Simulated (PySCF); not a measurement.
Dissociation curve of SMILES [F][Be][F] (BeF2). The Be1–F3 bond (Be1 also carries F; F3 carries nothing else) is pulled apart rigidly from the PBE0/def2-TZVP optimised geometry.

```
3

Be     0.0000     0.0000     0.0000
F      0.0007    -0.0011    -1.3784
F      0.0000     0.0000     1.3784
```

- RKS-TPSSh = PySCF 2.14.0 with restricted TPSSh/cc-pVDZ
- RCCSD = CCSD on RHF/cc-pVDZ, 2 core orbitals frozen (PySCF 2.14.0)
- CASSCF(2,2)/cc-pVDZ (PySCF)

Energies are in eV, each relative to the lowest point of its own curve near equilibrium.

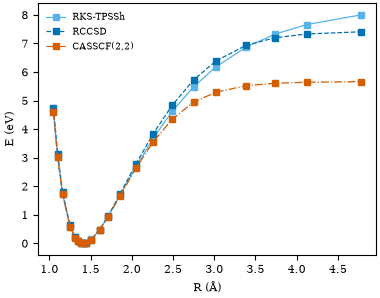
Fig. 1. Energy against bond length for each method.

```json
[
 {"R / Å": "1.05", "RKS-TPSSh": "4.592", "RCCSD": "4.727", "CASSCF(2,2)": "4.593"},
 {"R / Å": "1.10", "RKS-TPSSh": "3.036", "RCCSD": "3.143", "CASSCF(2,2)": "3.025"},
 {"R / Å": "1.16", "RKS-TPSSh": "1.733", "RCCSD": "1.812", "CASSCF(2,2)": "1.717"},
 {"R / Å": "1.25", "RKS-TPSSh": "0.591", "RCCSD": "0.634", "CASSCF(2,2)": "0.580"},
 {"R / Å": "1.31", "RKS-TPSSh": "0.206", "RCCSD": "0.230", "CASSCF(2,2)": "0.200"},
 {"R / Å": "1.35", "RKS-TPSSh": "0.069", "RCCSD": "0.082", "CASSCF(2,2)": "0.066"},
 {"R / Å": "1.38", "RKS-TPSSh": "0.016", "RCCSD": "0.023", "CASSCF(2,2)": "0.015"},
 {"R / Å": "1.42", "RKS-TPSSh": "0.000", "RCCSD": "0.000", "CASSCF(2,2)": "0.000"},
 {"R / Å": "1.45", "RKS-TPSSh": "0.023", "RCCSD": "0.019", "CASSCF(2,2)": "0.021"},
 {"R / Å": "1.51", "RKS-TPSSh": "0.139", "RCCSD": "0.132", "CASSCF(2,2)": "0.133"},
 {"R / Å": "1.61", "RKS-TPSSh": "0.481", "RCCSD": "0.477", "CASSCF(2,2)": "0.469"},
 {"R / Å": "1.71", "RKS-TPSSh": "0.934", "RCCSD": "0.943", "CASSCF(2,2)": "0.917"},
 {"R / Å": "1.86", "RKS-TPSSh": "1.701", "RCCSD": "1.744", "CASSCF(2,2)": "1.674"},
 {"R / Å": "2.05", "RKS-TPSSh": "2.684", "RCCSD": "2.782", "CASSCF(2,2)": "2.629"},
 {"R / Å": "2.26", "RKS-TPSSh": "3.682", "RCCSD": "3.843", "CASSCF(2,2)": "3.558"},
 {"R / Å": "2.49", "RKS-TPSSh": "4.622", "RCCSD": "4.838", "CASSCF(2,2)": "4.349"},
 {"R / Å": "2.75", "RKS-TPSSh": "5.484", "RCCSD": "5.724", "CASSCF(2,2)": "4.943"},
 {"R / Å": "3.02", "RKS-TPSSh": "6.180", "RCCSD": "6.387", "CASSCF(2,2)": "5.296"},
 {"R / Å": "3.39", "RKS-TPSSh": "6.877", "RCCSD": "6.940", "CASSCF(2,2)": "5.522"},
 {"R / Å": "3.74", "RKS-TPSSh": "7.330", "RCCSD": "7.202", "CASSCF(2,2)": "5.607"},
 {"R / Å": "4.12", "RKS-TPSSh": "7.662", "RCCSD": "7.332", "CASSCF(2,2)": "5.643"},
 {"R / Å": "4.78", "RKS-TPSSh": "8.002", "RCCSD": "7.410", "CASSCF(2,2)": "5.662"}
]
```

At the longest distance, 4.78 Å, RKS-TPSSh lies highest above its minimum (8.002 eV) and CASSCF(2,2) lowest (5.662 eV).

At the longest distance RKS-TPSSh leaves fractional charges on the fragments, a sign of delocalisation error or of the restricted form. The restricted form behind RKS-TPSSh keeps the bonding electrons paired and can't separate into open-shell fragments. The T1 diagnostic of CCSD on the restricted reference of RCCSD exceeds 0.045 at 2.75 to 4.78 Å.
